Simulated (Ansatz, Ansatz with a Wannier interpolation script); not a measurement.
# K2NaRhF6 (Fm-3m): what limits a Wannier interpolation of GW

Wanted: errors and cost of interpolated bands of K2NaRhF6 (Fm-3m) under coarser or faulty settings.

Program: Ansatz 0.2.0. Level of theory: maximally localised Wannier functions, LDA, plane waves, PAW; PAW set soft_1. Results are calculated unless marked as measured.

## Step 1: Set-up

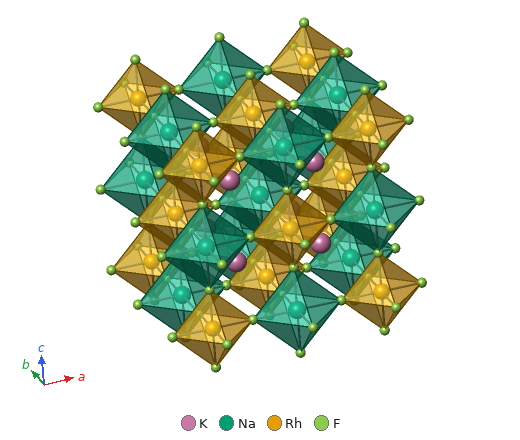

The cell as given, from a free direction (potassium pink, sodium teal, rhodium orange, fluorine green). This picture shows the conventional cell, with its axes. Some periodic images of atoms are drawn too.

The cell and positions come from the Crystallography Open Database and are kept as given unless a step says otherwise.

## Step 2: Wannier model on 8×8×8

Localised functions give a small Hamiltonian that interpolates between mesh points at no cost.

input.yaml

```yaml
crystal:
  lattice:
    - [0.0, 4.181, 4.181]
    - [4.181, 0.0, 4.181]
    - [4.181, 4.181, 0.0]
  atoms:
    - { symbol: K, position: [0.25, 0.25, 0.25] }
    - { symbol: K, position: [0.75, 0.75, 0.75] }
    - { symbol: Na, position: [0.5, 0.5, 0.5] }
    - { symbol: Rh, position: [0.0, 0.0, 0.0] }
    - { symbol: F, position: [0.762, 0.238, 0.238] }
    - { symbol: F, position: [0.238, 0.762, 0.238] }
    - { symbol: F, position: [0.238, 0.762, 0.762] }
    - { symbol: F, position: [0.762, 0.238, 0.762] }
    - { symbol: F, position: [0.238, 0.238, 0.762] }
    - { symbol: F, position: [0.762, 0.762, 0.238] }
kpoints:
  mp_grid: { grid: [4, 4, 4] }
hamiltonian:
  xc: lda
  pseudopotentials: { kind: paw, azcp: { folder: soft_1 }, xc_functional: pbe }
scf:
  occupations: { method: fixed }
  n_extra_bands: 77
output:
  wannier:
    kmesh: [8, 8, 8]
    projections: [{ species: F, l: p, shell: 2 }, { species: Rh, l: d, shell: 4 }]
    minimise: true
    write_hr: true
    seedname: w
    conv_tol: 1.0e-06
    max_iter: 20000
    stability_check: false
    disentanglement:
      window: [-1.83, 10.07]
      frozen_window: [-1.83, 7.07]
      conv_tol: 1.0e-08
```

Started as:

```sh
> ansatz run input.yaml --threads 4 --pin off --max-ram 18432MiB --backend cpu --events-out ev --progress --plain --runs-dir out
```

Numbers of over 12 decimals in the logs are rounded to 6 here.

Log:

```text
scf.n_extra_bands = 77 over 43 filled bands (N_el = 86.0): the run solves 120 bands
Engine: ansatz 0.2.0, aarch64-unknown-linux-gnu
Pseudopotentials: kind: paw
Pseudopotential: K, paw, valence charge 9, recommended cutoff 420 eV (normal), soft_1/K.paw.azcp
Pseudopotential: Na, paw, valence charge 9, recommended cutoff 420 eV (normal), soft_1/Na.paw.azcp
Pseudopotential: Rh, paw, valence charge 17, recommended cutoff 420 eV (normal), soft_1/Rh.paw.azcp
Pseudopotential: F, paw, valence charge 7, recommended cutoff 420 eV (normal), soft_1/F.paw.azcp
Functional definition: SPW92
  exchange = slater_x
  correlation = pw_c
Crystal: 10 atoms, lattice volume = 146.174 Å³
Basis set: ecut = 420 eV, 2837 PW (Γ)
Bands: 120, of which v1, the nominal top of the filled ones, is band 43 counted from 1 (42 counted from 0)
Symmetry: 48 space group operations
Space group: Fm-3m (ITA 225), of the structure as read, at distance tolerance 5.3e-5 Å
k-points: 8 of 64
Non-local potential: K, projectors of the file, l = 0: 3, l = 1: 2, l = 2: 2
Non-local potential: Na, projectors of the file, l = 0: 3, l = 1: 2, l = 2: 1
Non-local potential: Rh, projectors of the file, l = 0: 3, l = 1: 2, l = 2: 2, l = 3: 1
Non-local potential: F, projectors of the file, l = 0: 2, l = 1: 2, l = 2: 1
PAW form: soft (Blöchl's): semilocal exchange-correlation on the pseudo side does not see the compensation charge
PAW frozen core: K, regenerated for the run's functional, and the local potential with it (the file was generated under x = pbe(κ = 0.804, μ = 0.219515), c = pbe(β = 0.066725))
PAW frozen core: Na, regenerated for the run's functional, and the local potential with it (the file was generated under x = pbe(κ = 0.804, μ = 0.219515), c = pbe(β = 0.066725))
PAW frozen core: Rh, regenerated for the run's functional, and the local potential with it (the file was generated under x = pbe(κ = 0.804, μ = 0.219515), c = pbe(β = 0.066725))
PAW frozen core: F, regenerated for the run's functional, and the local potential with it (the file was generated under x = pbe(κ = 0.804, μ = 0.219515), c = pbe(β = 0.066725))
PAW one-centre angular grid: K, 110 points (default); XC on 64 Gauss nodes
PAW one-centre angular grid: Na, 110 points (default); XC on 64 Gauss nodes
PAW one-centre angular grid: Rh, 590 points (default); XC on 64 Gauss nodes
PAW one-centre angular grid: F, 110 points (default); XC on 64 Gauss nodes
Initial density: superposition of atomic densities (chi_scale 0.1, normalization cell, long waves kept (reshape's long-wave potential 0.01 eV rms))
Initial wavefunctions: pseudopotential atomic-orbital guess
Functional: x = slater, c = lda
SCF iter   1: F=—  HF=-15518.148507 eV  |F-HF|=—  |Δ(HF+E_count)|=         —  Δρ=1.74e-1  dr2=3.38e1  ethr=3.10e-3  ⟨swp⟩=5.1  Hψ=3325  notcnv=0  defer=574
preconditioner: auto → Resta (q_TF=auto, 2.497 Å⁻¹)  ε∞=1.8  [insulator: Δε(μ)=1.680 eV  Ē_g=27.567 eV  n_scr=50 (ndim 8)  ℏωp=25.0 eV  f_vac=0.009  ε∞_Penn≈1.8]
SCF iter   2: F=—  HF=-15510.041835 eV  |F-HF|=—  |Δ(HF+E_count)|=    8.11e0  Δρ=9.96e-2  dr2=1.03e1  ethr=3.10e-3  ⟨swp⟩=3.0  Hψ=1519  notcnv=0  defer=576
SCF iter   3: F=—  HF=-15507.751660 eV  |F-HF|=—  |Δ(HF+E_count)|=    2.29e0  Δρ=2.98e-2  dr2=7.56e-1  ethr=3.10e-3  ⟨swp⟩=3.0  Hψ=1319  notcnv=0  defer=600
SCF iter   4: F=—  HF=-15507.506367 eV  |F-HF|=—  |Δ(HF+E_count)|=   2.45e-1  Δρ=9.80e-3  dr2=9.98e-2  ethr=8.79e-4  ⟨swp⟩=2.0  Hψ=1121  notcnv=0  defer=599
SCF iter   5: F=—  HF=-15507.481035 eV  |F-HF|=—  |Δ(HF+E_count)|=   2.53e-2  Δρ=2.48e-3  dr2=7.44e-3  ethr=1.16e-4  ⟨swp⟩=2.0  Hψ=1120  notcnv=0  defer=600
SCF iter   6: F=—  HF=-15507.480083 eV  |F-HF|=—  |Δ(HF+E_count)|=   9.52e-4  Δρ=6.65e-4  dr2=4.34e-4  ethr=8.65e-6  ⟨swp⟩=2.2  Hψ=633  notcnv=0  defer=600
SCF iter   7: F=—  HF=-15507.480121 eV  |F-HF|=—  |Δ(HF+E_count)|=   3.85e-5  Δρ=1.57e-4  dr2=2.88e-5  ethr=5.05e-7  ⟨swp⟩=2.0  Hψ=576  notcnv=0  defer=564
SCF iter   8: F=—  HF=-15507.480122 eV  |F-HF|=—  |Δ(HF+E_count)|=   2.76e-7  Δρ=1.88e-5  dr2=3.44e-7  ethr=3.35e-8  ⟨swp⟩=2.0  Hψ=553  notcnv=0  defer=561
SCF iter   9: F=-15507.480122 eV  HF=-15507.480122 eV  |F-HF|=1.46e-8  |Δ(HF+E_count)|=   1.37e-7  Δρ=4.43e-6  dr2=2.05e-8  ethr=1.16e-10  ⟨swp⟩=13.1  Hψ=7183  notcnv=0
SCF 1 converged in 9 iterations: F = -15507.480122 eV  dr2 = 2.05e-8
[...]
NSCF: frozen V_eff on 32 k-points
the Wannier pass solved 32 of the 512 points of its mesh, and has the states at the others by symmetry: states obtained by the crystal's operations at points that were solved too leave a residual of 5.77e-13 eV (read by the count's bands and the next), within 5.56e-6 eV
SCF converged after 9 iterations
Free energy (F): -15507.480122 eV
Harris-Foulkes:  -15507.480122 eV  (|F-HF|=1.46e-8)
Internal energy: -15507.480122 eV  (E = F + TS)
E sigma→0 (E₀):  -15507.480122 eV
Fermi energy:    4.788714 eV
--- Per-component energies (eV) ---
  E_band       = -927.919431
  E_kinetic    = 2329.703219
  E_local      = -8923.641235  (includes V_loc(G=0)·N_el)
  E_nonlocal   = 1151.084580
  E_hartree    = 3307.192709
  E_xc         = -952.362653
  E_vxc        = -1209.612075  (∫ρ·V_xc dr)
  E_paw        = -6388.758169  (= ΣΔE_a)
  E_vpaw       = -889.842968  (= ΣTr[D̂ρ^β])
  E_aug_tail   = 0.003799  (compensation charges beyond the density's cutoff)
  E_ewald      = -6032.660255
  E_core_change = 1.957883  (= ΣΔE_core)
  E_smearing   = -0.000000  (= −TS)
  E_closure    = 0.000000  (closes the sum)
  Σ components = -15507.480122   (vs F -15507.480122, Δ=0.00e0)
--- Band table (eV; the first three rows and the last of 8) ---
  k-point 0: bands = [... 39 lower, 1.8429, 4.5688, 4.5688, 4.5688, 7.0322, 7.0322, 8.6289, 11.7306, ... 73 higher]
  k-point 1: bands = [... 39 lower, 1.7730, 4.6024, 4.6304, 4.6304, 6.9862, 6.9862, 9.3127, 12.0486, ... 73 higher]
  k-point 2: bands = [... 39 lower, 1.6650, 4.6296, 4.6849, 4.6849, 6.9449, 6.9449, 10.7211, 10.9431, ... 73 higher]
  k-point 7: bands = [... 39 lower, 1.6413, 4.6689, 4.6689, 4.7887, 6.6932, 6.9785, 11.7370, 11.7370, ... 73 higher]
Wannier search: line search 1 of at most 20000: gauge-dependent spread (as the search counts it) 0.1784049 Å², largest recent change 5.6e-2 Å² against conv_tol 1.0e-6 Å², 0 stops escaped
```

Wall time 54 s (4 threads of Arm Neoverse V1, shared host); peak memory 3.7 GiB; 3 min of CPU time.

This step gave:

- gauge-invariant spread: 15.18 Å²
- diagonal spread: 8.59e-6 Å²
- off-diagonal spread: 0.1281 Å²
- total spread: 15.30 Å²
- least projectability: 0.8500
- localisation steps: 34
- disentanglement steps: 3
- r.m.s. interpolation error: 5.32e-5 eV
- r.m.s. error near the gap: 4.14e-5 eV

Near the gap the model misses directly solved bands by 0.0 meV r.m.s. and by 0 meV at most in the window tested. This tests the starting bands, not the corrections carried with them.

## Step 3: Wannier model on 4×4×4

Changes to input.yaml since step 2:

```diff
@@ -26,3 +26,3 @@
   wannier:
-    kmesh: [8, 8, 8]
+    kmesh: [4, 4, 4]
     projections: [{ species: F, l: p, shell: 2 }, { species: Rh, l: d, shell: 4 }]
```

Log:

```text
[...]
Crystal: 10 atoms, lattice volume = 146.174 Å³
Basis set: ecut = 420 eV, 2837 PW (Γ)
Bands: 120, of which v1, the nominal top of the filled ones, is band 43 counted from 1 (42 counted from 0)
Symmetry: 48 space group operations
[...]
k-points: 8 of 64
[...]
SCF iter   1: F=—  HF=-15518.148507 eV  |F-HF|=—  |Δ(HF+E_count)|=         —  Δρ=1.74e-1  dr2=3.38e1  ethr=3.10e-3  ⟨swp⟩=5.1  Hψ=3325  notcnv=0  defer=574
[...]
SCF iter   9: F=-15507.480122 eV  HF=-15507.480122 eV  |F-HF|=1.46e-8  |Δ(HF+E_count)|=   1.37e-7  Δρ=4.43e-6  dr2=2.05e-8  ethr=1.16e-10  ⟨swp⟩=13.1  Hψ=7183  notcnv=0
SCF 1 converged in 9 iterations: F = -15507.480122 eV  dr2 = 2.05e-8
[...]
NSCF: frozen V_eff on 11 k-points
[...]
SCF converged after 9 iterations
Free energy (F): -15507.480122 eV
[...]
Internal energy: -15507.480122 eV  (E = F + TS)
E sigma→0 (E₀):  -15507.480122 eV
Fermi energy:    4.788714 eV
[...]
--- Band table (eV; the first three rows and the last of 8) ---
  k-point 0: bands = [... 39 lower, 1.8429, 4.5688, 4.5688, 4.5688, 7.0322, 7.0322, 8.6289, 11.7306, ... 73 higher]
  k-point 1: bands = [... 39 lower, 1.7730, 4.6024, 4.6304, 4.6304, 6.9862, 6.9862, 9.3127, 12.0486, ... 73 higher]
  k-point 2: bands = [... 39 lower, 1.6650, 4.6296, 4.6849, 4.6849, 6.9449, 6.9449, 10.7211, 10.9431, ... 73 higher]
  k-point 7: bands = [... 39 lower, 1.6413, 4.6689, 4.6689, 4.7887, 6.6932, 6.9785, 11.7370, 11.7370, ... 73 higher]
[...]
```

Run time: 13 s. Hardware: 4 threads; peak memory 0.77 GiB.

Numbers from this step:

| Item | Value |
| --- | --- |
| gauge-invariant spread | 14.91 Å² |
| diagonal spread | 6.44e-6 Å² |
| off-diagonal spread | 0.1486 Å² |
| total spread | 15.06 Å² |
| least projectability | 0.8500 |
| localisation steps | 15 |
| disentanglement steps | 3 |
| r.m.s. interpolation error | 8.98e-5 eV |
| r.m.s. error near the gap | 7.12e-5 eV |

Near the gap the model misses directly solved bands by 0.1 meV r.m.s. and by 0 meV at most in the window tested. This tests the starting bands, not the corrections carried with them.

Frozen up to 2.28 eV; above it the model need not follow the bands. Electronic bands along the path, in eV, zero at the valence-band top; v1 is the highest filled band, c1 the lowest empty one:

| point | v4 | v3 | v2 | v1 | c1 | c2 |
| --- | --- | --- | --- | --- | --- | --- |
| Γ | -2.95 | -0.22 | -0.22 | -0.22 | 2.24 | 2.24 |
| X | -2.96 | -0.24 | 0.00 | 0.00 | 1.78 | 2.25 |
| U | -3.05 | -0.18 | -0.04 | -0.03 | 1.90 | 2.21 |
| jump to K | -3.05 | -0.18 | -0.04 | -0.03 | 1.90 | 2.21 |
| Γ | -2.95 | -0.22 | -0.22 | -0.22 | 2.24 | 2.24 |
| L | -3.12 | -0.16 | -0.10 | -0.10 | 2.16 | 2.16 |
| W | -3.15 | -0.12 | -0.12 | 0.00 | 1.90 | 2.19 |
| X | -2.96 | -0.24 | 0.00 | 0.00 | 1.78 | 2.25 |

The same for Kohn-Sham, solved directly:

| point | v4 | v3 | v2 | v1 | c1 | c2 |
| --- | --- | --- | --- | --- | --- | --- |
| Γ | -2.95 | -0.22 | -0.22 | -0.22 | 2.24 | 2.24 |
| X | -2.96 | -0.24 | 0.00 | 0.00 | 1.78 | 2.25 |
| U | -3.05 | -0.18 | -0.04 | -0.03 | 1.90 | 2.21 |
| K | -3.05 | -0.18 | -0.04 | -0.03 | 1.90 | 2.21 |
| Γ | -2.95 | -0.22 | -0.22 | -0.22 | 2.24 | 2.24 |
| L | -3.12 | -0.16 | -0.10 | -0.10 | 2.16 | 2.16 |
| W | -3.15 | -0.12 | -0.12 | 0.00 | 1.90 | 2.19 |
| X | -2.96 | -0.24 | 0.00 | 0.00 | 1.78 | 2.25 |

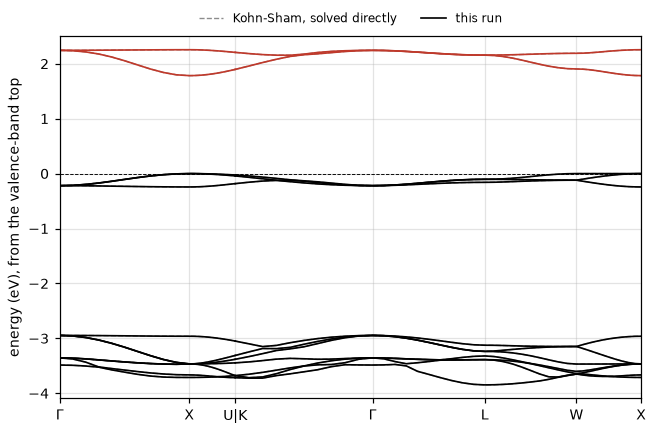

Electronic bands along the path; lines of filled and empty bands in two colours; dashed: Kohn-Sham, solved directly.

## Step 4: A faulty Wannier input

Changes to input.yaml since step 3:

```diff
@@ -36,3 +36,3 @@
       window: [-1.83, 10.07]
-      frozen_window: [-1.83, 7.07]
+      frozen_window: [-1.83, 9.57]
       conv_tol: 1.0e-08
```

Log:

```text
scf.n_extra_bands = 77 over 43 filled bands (N_el = 86.0): the run solves 120 bands
Engine: ansatz 0.2.0, aarch64-unknown-linux-gnu
Pseudopotentials: kind: paw
Pseudopotential: K, paw, valence charge 9, recommended cutoff 420 eV (normal), soft_1/K.paw.azcp
Pseudopotential: Na, paw, valence charge 9, recommended cutoff 420 eV (normal), soft_1/Na.paw.azcp
Pseudopotential: Rh, paw, valence charge 17, recommended cutoff 420 eV (normal), soft_1/Rh.paw.azcp
Pseudopotential: F, paw, valence charge 7, recommended cutoff 420 eV (normal), soft_1/F.paw.azcp
Functional definition: SPW92
  exchange = slater_x
  correlation = pw_c
Crystal: 10 atoms, lattice volume = 146.174 Å³
Basis set: ecut = 420 eV, 2837 PW (Γ)
Bands: 120, of which v1, the nominal top of the filled ones, is band 43 counted from 1 (42 counted from 0)
Symmetry: 48 space group operations
Space group: Fm-3m (ITA 225), of the structure as read, at distance tolerance 5.3e-5 Å
k-points: 8 of 64
Non-local potential: K, projectors of the file, l = 0: 3, l = 1: 2, l = 2: 2
Non-local potential: Na, projectors of the file, l = 0: 3, l = 1: 2, l = 2: 1
Non-local potential: Rh, projectors of the file, l = 0: 3, l = 1: 2, l = 2: 2, l = 3: 1
Non-local potential: F, projectors of the file, l = 0: 2, l = 1: 2, l = 2: 1
PAW form: soft (Blöchl's): semilocal exchange-correlation on the pseudo side does not see the compensation charge
PAW frozen core: K, regenerated for the run's functional, and the local potential with it (the file was generated under x = pbe(κ = 0.804, μ = 0.219515), c = pbe(β = 0.066725))
[...]
SCF converged after 9 iterations
Free energy (F): -15507.480122 eV
Harris-Foulkes:  -15507.480122 eV  (|F-HF|=1.46e-8)
Internal energy: -15507.480122 eV  (E = F + TS)
E sigma→0 (E₀):  -15507.480122 eV
Fermi energy:    4.788714 eV
--- Per-component energies (eV) ---
  E_band       = -927.919431
  E_kinetic    = 2329.703219
  E_local      = -8923.641235  (includes V_loc(G=0)·N_el)
  E_nonlocal   = 1151.084580
  E_hartree    = 3307.192709
  E_xc         = -952.362653
  E_vxc        = -1209.612075  (∫ρ·V_xc dr)
  E_paw        = -6388.758169  (= ΣΔE_a)
  E_vpaw       = -889.842968  (= ΣTr[D̂ρ^β])
  E_aug_tail   = 0.003799  (compensation charges beyond the density's cutoff)
  E_ewald      = -6032.660255
  E_core_change = 1.957883  (= ΣΔE_core)
  E_smearing   = -0.000000  (= −TS)
  E_closure    = 0.000000  (closes the sum)
  Σ components = -15507.480122   (vs F -15507.480122, Δ=0.00e0)
--- Band table (eV; the first three rows and the last of 8) ---
  k-point 0: bands = [... 39 lower, 1.8429, 4.5688, 4.5688, 4.5688, 7.0322, 7.0322, 8.6289, 11.7306, ... 73 higher]
  k-point 1: bands = [... 39 lower, 1.7730, 4.6024, 4.6304, 4.6304, 6.9862, 6.9862, 9.3127, 12.0486, ... 73 higher]
  k-point 2: bands = [... 39 lower, 1.6650, 4.6296, 4.6849, 4.6849, 6.9449, 6.9449, 10.7211, 10.9431, ... 73 higher]
  k-point 7: bands = [... 39 lower, 1.6413, 4.6689, 4.6689, 4.7887, 6.6932, 6.9785, 11.7370, 11.7370, ... 73 higher]
WARN: one of the run's output files is refused, and neither it nor the files that depend on it are written in full: <dir> frozen window holds 24 > num_wann = 23 bands at ik = 0 (ik counts from 0, the k-points of the .win, .mmn and .eig files from 1)
Error: <dir> frozen window holds 24 > num_wann = 23 bands at ik = 0 (ik counts from 0, the k-points of the .win, .mmn and .eig files from 1)
```

Run time: 12 s. Hardware: 4 threads; peak memory 0.77 GiB.

The run ended with an error after its SCF cycle had converged; no result of it is taken.

The program's message: “Error: <dir> frozen window holds 24 > num_wann = 23 bands at ik = 0 (ik counts from 0, the k-points of the .win, .mmn and .eig files from 1)”

The fault put into this input: a frozen window with more states than functions.

## Step 5: G0W0: 4×4×4 mesh, 609 empty bands, screening to 150 eV, PAW set soft_1 files

G0W0 replaces the xc potential by the self-energy, built once from these orbitals. Only a window of levels is corrected, while the sums run over the empty bands that the input names.

This step: G0W0 on LDA, plane waves, PAW; PAW set soft_1.

input.yaml, the sections that differ from step 4:

```yaml
scf:
  occupations: { method: fixed }
gw:
  n_empty_bands: 609
  ecut_chi: 150.0
  qp_bands: [v21, c2]
  screening: { model: contour_deformation }
# crystal, kpoints, hamiltonian: as in step 4
# output: removed
```

Log:

```text
[...]
Crystal: 10 atoms, lattice volume = 146.174 Å³
Basis set: ecut = 420 eV, 2837 PW (Γ)
Bands: 53, of which v1, the nominal top of the filled ones, is band 43 counted from 1 (42 counted from 0)
Symmetry: 48 space group operations
[...]
k-points: 8 of 64
[...]
7    38      1.3218   -30.8953     6.1831   -22.9084  0.7498    -0.5824    -0.4819  root ?
[...]
7    42      4.6689   -32.6727     4.7385   -26.5861  0.7679     3.2613     3.3208  root
     7    43      4.7887   -33.0958     4.7892   -26.9492  0.7691     3.3803     3.4313  root
     7    44      6.6932   -20.4960    -4.3210   -27.1436  0.7857     9.0643     9.0197  root
     7    45      6.9785   -21.4726    -4.2052   -28.1389  0.7784     9.3905     9.4396  root
[key lines of the parts left out:]
SCF converged after 10 iterations
Free energy (F): -15507.480122 eV
Fermi energy:    4.788702 eV
```

Elapsed: 21 min, on 4 threads; peak memory 2.8 GiB.

The G0W0 gap on the mesh is 5.450 eV.

(Part 1 of 2 ends here.)

[Paths, hosts, dates, memory and timing lines, banners, echoed tables and standing remarks are left out of the program output.]

[Logs are printed without paths, hosts, clocks, repeated set-up lines and the standing remarks that a program may print on its own settings, such as how far it seeks lower states.]

[Runs of the session that timed out or met a known fault of the program may be left out.]

[Hosts, paths, dates, database ids (printed as entryN), source tags and the programs' standing remarks are cut or masked in the printed files.]
